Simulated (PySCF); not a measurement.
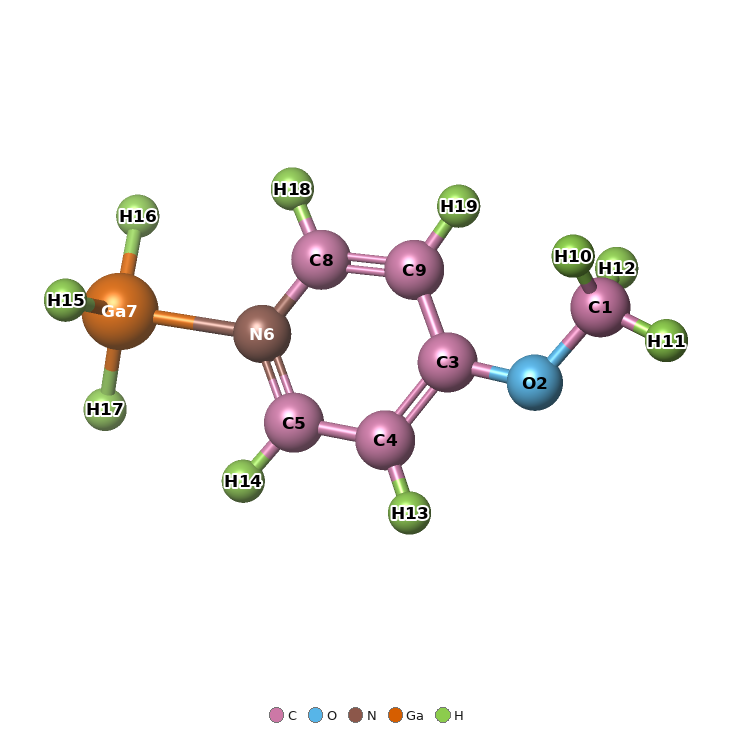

Computed geometry: PBE0-D3(BJ)/def2-SVP optimisation. No frequency run is at hand to confirm it as a minimum. Method: delta-SCF UKS SCAN, pcX-2 on the ionised atom, pcseg-1 elsewhere, spin-free X2C (PySCF 2.14.0).

Give the core-electron binding energies (to vacuum) of C1 1s, O2 1s, C3 1s, C4 1s, C5 1s, N6 1s.

```tsv
atom	level	binding energy (eV)
C1	1s	293.3
O2	1s	540.0
C3	1s	293.1
C4	1s	291.0
C5	1s	291.9
N6	1s	405.5
```
